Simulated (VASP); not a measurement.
Band structure of CuI (zinc blende). Calculation: PBE GGA, VASP's PBE PAW potentials (set 64) (plane waves; VASP).

Unless said otherwise, spin-orbit coupling is left out, though it shifts the bands of the heavy elements here.

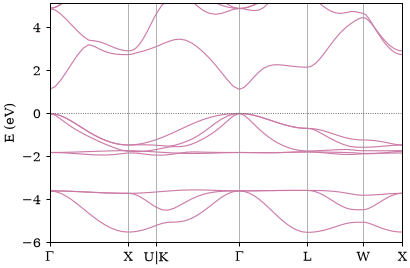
Fig. 1. Bands along high-symmetry lines, zero at the valence-band maximum or, without a gap, the Fermi level

Task: Read the plot: is there a gap, and where are the band edges?

Result: The gap is direct, 1.12 eV, from the valence maximum at Γ to the conduction minimum at Γ. (Edges off the drawn lines would not show.)

Measured: gap 3.12 eV (computed value off by -2.00 eV), as given by Abedi et al., (2022), arXiv:2211.14644.

The compound is CuI in the zinc blende structure. It was relaxed first.
